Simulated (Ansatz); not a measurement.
**Fields on a plane of KI (rock salt)**

```xyz
2
Lattice="0.0000 3.5906 3.5906 3.5906 0.0000 3.5906 3.5906 3.5906 0.0000" Properties=species:S:1:pos:R:3 pbc="T T T"
I      0.0000     0.0000     0.0000
K      3.5906     3.5906     3.5906
```

The slice is a {100} plane (indices of the conventional cell) through the point (0.000, 0.000, 0.000) (fractional), spanned by u = [100] and v = [0 1 -1] in vectors of this cell: u (5.08 Å) and v (5.08 Å, at 90° to u). It covers one period; positions are fractions (u, v).

Atoms on it: I at (0.00, 0.00); K at (0.50, 0.50).

All values below come from PBE (plane waves to 420 eV, PAW, scalar-relativistic; Ansatz, a quantum-chemistry and plane-wave program). k mesh 8×8×8. Near the nuclei the fields are pseudised (PAW); where an atom keeps semicore shells as valence, they peak there. KI was relaxed with its symmetry unable to fall. Spin-orbit coupling is left out, though I is heavy. The relaxed volume of KI is well above the measured one; the method has no dispersion term.

```
|99987654433211000001123344567899|
|99886554432211000001122344556889|
|88876554432211000001122344556788|
|77665544332210000000122334455667|
|66555444322110000000112234445556|
|55554443322111100011112233444555|
|54444433221111111111111223344444|
|44443332221122222222211222333444|
|33333222212223333333222122223333|
|33222221122334455544332211222223|
|22222111123345566655433211112222|
|11111111223456667666543221111111|
|11110011234566777776654321100111|
|00000011234567777777654321100000|
|00000001235667777777665321000000|
|00000001235677777777765321000000|
|00000001235667777777665321000000|
|00000011234567777777654321100000|
|11110011234566777776654321100111|
|11111111223456667666543221111111|
|22222111123345566655433211112222|
|33222221122334455544332211222223|
|33333222212223333333222122223333|
|44443332221122222222211222333444|
|54444433221111111111111223344444|
|55554443322111100011112233444555|
|66555444322110000000112234445556|
|77665544332210000000122334455667|
|88876554432211000001122344556788|
|99886554432211000001122344556889|
|99987654433211000001123344567899|
|99987655433211000001123345567899|
```
Scale: ten equal steps from -1.87 (start of '0') to 1.28 (end of '9'), in the order '0123456789'. Values: log₁₀ of the valence density in e/Å³. The map has 32 points along u (one character each, u = 0 at the left) and 32 along v (v = 0 in the bottom row). The scale is logarithmic, as a density can span decades between atoms and voids.

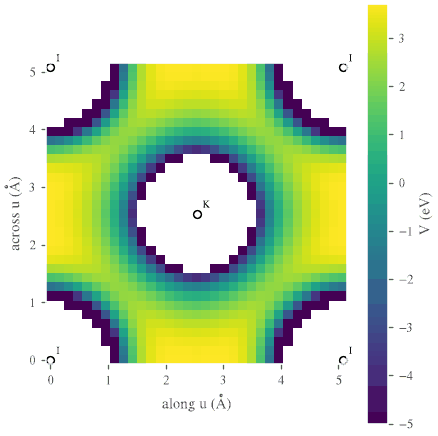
Figure. Electrostatic potential energy of an electron, from the cell's mean, in eV, one period of the plane, atoms marked. Points within 1 Å of a nucleus are left white, as the pseudised field means little there. Values under -5 eV are set to -5. The zero, the cell's mean, hangs on the PAW cores.

The density on the I–K line (3.59 Å) at its density minimum, 2.0 Å from I is 0.06 e/Å³ and the ELF at that point comes out as 0.05. ELF maximum in the middle third of the I–K line: 0.79, 1.3 Å from I. Character of the I–K contact (rough rule: ELF there above 0.7 covalent, below 0.2 ionic, polar between): closed-shell (ionic).
